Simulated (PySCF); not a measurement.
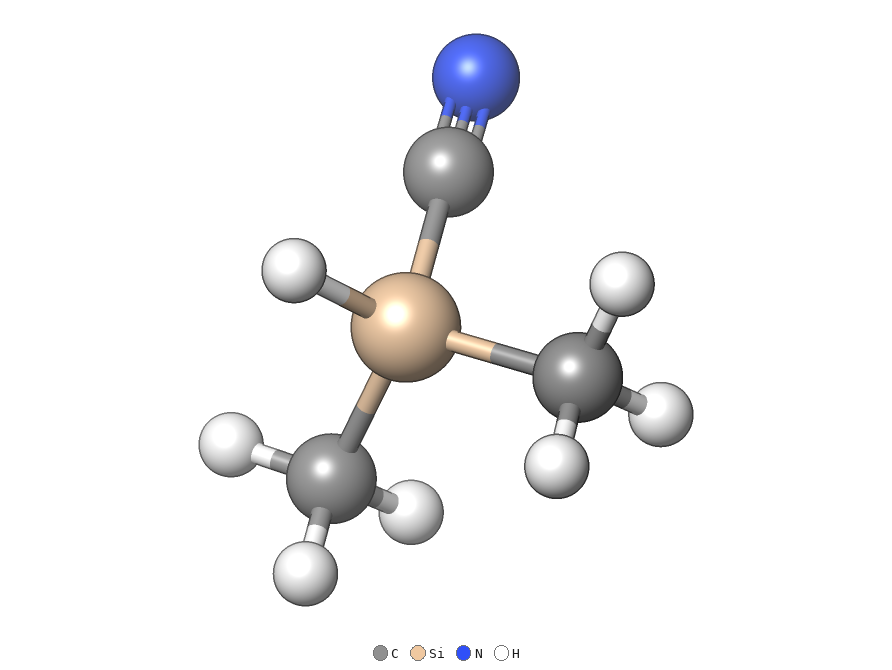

Ball-and-stick drawing of a structure. Double and triple bonds are drawn as two and three sticks.

The geometry was computed by an optimisation with PBE0-D3(BJ)/def2-SVP. No frequency run is at hand to confirm it as a minimum.

Identify the structure.

Formula C3H7NSi. SMILES: `C[SiH](C)C#N`. It has no ring. Among its groups: nitrile, Si–H bond. Coordination: 2 C tetrahedral; 1 Si tetrahedral; 1 C linear.

More results for the same structure follow; atom numbers are the same in all pictures, views and colours differ.

Shape

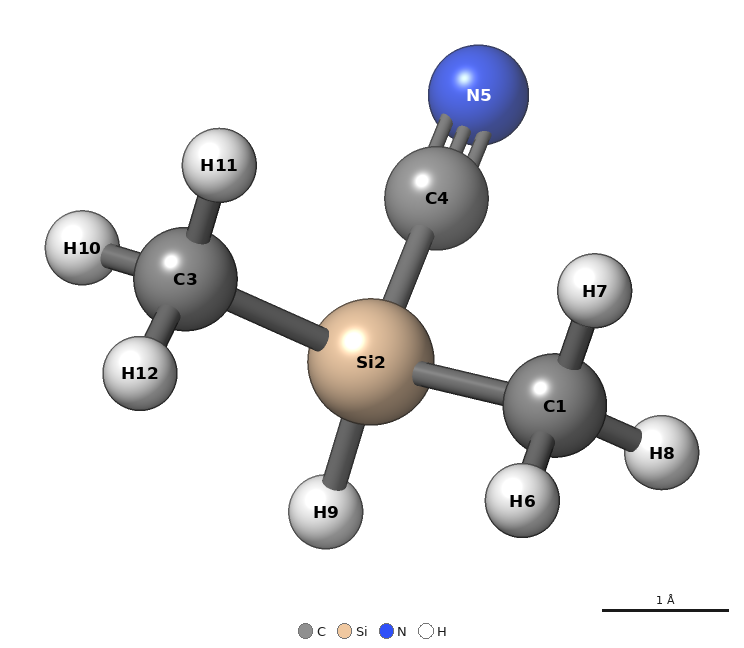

Atoms carry their numbers in the input. No frequency run is at hand to confirm it as a minimum.

Give these bond angles: Si2–C1–H6, Si2–C1–H7, Si2–C1–H8, C1–Si2–C3, C1–Si2–C4, C1–Si2–H9, C3–Si2–C4, C3–Si2–H9, C4–Si2–H9, Si2–C3–H10, Si2–C3–H11, Si2–C3–H12, Si2–C4–N5.

```tsv
angle	degrees
Si2–C1–H6	110.4
Si2–C1–H7	110.6
Si2–C1–H8	111.0
C1–Si2–C3	113.1
C1–Si2–C4	107.5
C1–Si2–H9	111.3
C3–Si2–C4	107.6
C3–Si2–H9	111.4
C4–Si2–H9	105.5
Si2–C3–H10	111.3
Si2–C3–H11	110.6
Si2–C3–H12	110.1
Si2–C4–N5	178.7
```

NMR shielding

The questions are on isotropic NMR shieldings of the H atoms. No frequency run is at hand to confirm it as a minimum. Level of theory: GIAO PBE0/cc-pVDZ NMR shielding, non-relativistic, gas phase (PySCF 2.14.0).

List the isotropic NMR shieldings of the H atoms.

```json
{"atom": "H6", "σ (ppm)": "31.20"}
{"atom": "H7", "σ (ppm)": "30.93"}
{"atom": "H8", "σ (ppm)": "30.82"}
{"atom": "H9", "σ (ppm)": "26.92"}
{"atom": "H10", "σ (ppm)": "30.82"}
{"atom": "H11", "σ (ppm)": "30.95"}
{"atom": "H12", "σ (ppm)": "31.20"}
```

Levels of theory compared

No frequency run is at hand to confirm it as a minimum. Program: PySCF 2.14.0.

Compare lowest singlet excitation (eV), HOMO–LUMO gap (eV), dipole (D) at these levels: B3LYP/def2-SVPD; BHandHLYP/def2-SVPD; CAM-B3LYP/def2-SVPD; PBE/def2-SVPD; PBE0/6-31G*; PBE0/def2-TZVP.

```tsv
level	lowest singlet excitation (eV)	HOMO–LUMO gap (eV)	dipole (D)
B3LYP/def2-SVPD	6.99	8.50	4.26
BHandHLYP/def2-SVPD	6.88	11.00	4.33
CAM-B3LYP/def2-SVPD	7.05	11.31	4.30
PBE/def2-SVPD	6.75	6.72	4.21
PBE0/6-31G*	7.10	9.17	4.14
PBE0/def2-TZVP	6.97	8.98	4.25
```

Quadrupole coupling

No frequency run is at hand to confirm it as a minimum. Electric field gradients from the ground-state density, PBE0/def2-TZVP (PySCF 2.14.0), non-relativistic apart from any core potentials.

Give the largest field-gradient component, the quadrupole coupling constant and the asymmetry for 14N at N5 (Q = 20.44 mb), 2H at H6 (Q = 2.86 mb), 2H at H7 (Q = 2.86 mb).

| atom | V_zz (a.u.) | e²qQ/h (MHz) | η |
| --- | --- | --- | --- |
| N5 | −1.122 | −5.39 | 0.00 |
| H6 | 0.289 | 0.194 | 0.02 |
| H7 | 0.288 | 0.194 | 0.02 |
